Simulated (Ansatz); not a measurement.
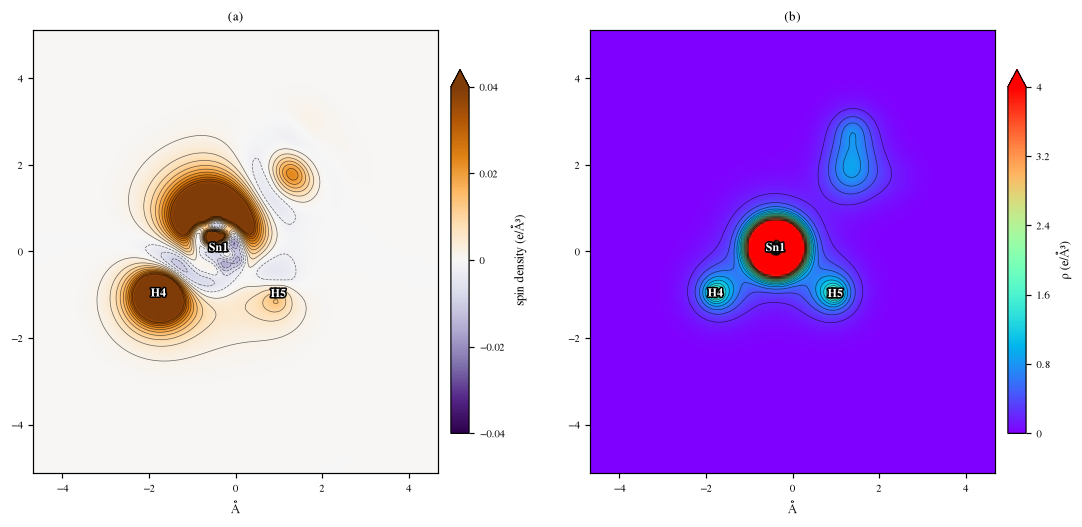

H₃Sn···NH₃ (doublet). (a) spin density (α minus β); (b) electron density on the plane of atoms H4, Sn1 and H5.

Core potentials replace the inner electrons of Sn; not at a stationary point (largest force 0.8 eV/Å).

All numbers below come from UKS r2SCANh/def2-SVP in Ansatz 0.2.0.

```xyz
8

Sn   -0.1555    0.3278    0.1531
H    -0.6989    0.5972    3.0388
H     1.5590    0.1437    0.1144
H    -0.5900    1.0255   -1.4017
H    -0.8311   -1.2610    0.1445
N     0.0503   -0.0793    2.8154
H    -0.2249   -0.9817    3.1996
H     0.8928    0.2279    3.2978
```

Question: Read the bonding off the picture.

Answer:
- The plane passes through Sn and H nuclei.
- Sn–H (1.73 Å): the density is about 1.1 e/Å³ at the midpoint.
- The unpaired spin (1 electron) lies mostly on Sn1 (about 0.7), H4 (about 0.1) and N6 (about 0.1), in electrons by Hirshfeld's partition.
